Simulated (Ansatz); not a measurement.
# A computed series for InP: response to strain

The parent structure is InP in the zinc blende structure (space group F-43m, No. 216; a = 5.907 Å).

Strains are applied to the cell and any free atomic positions relax.

All numbers come from r2SCAN (Ansatz, a program for electronic structure, PAW, scalar-relativistic without spin-orbit coupling).

Notes on the quantities. energy relative to the base: free energy F.

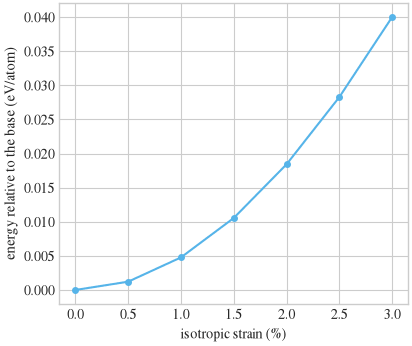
*Energy relative to the base against isotropic strain*

```csv
isotropic strain (%),energy relative to the base
0.5,+1.2 meV/atom
1,+4.8 meV/atom
1.5,+11 meV/atom
2,+18 meV/atom
2.5,+28 meV/atom
3,+40 meV/atom
```

Stability against distortions was not tested.
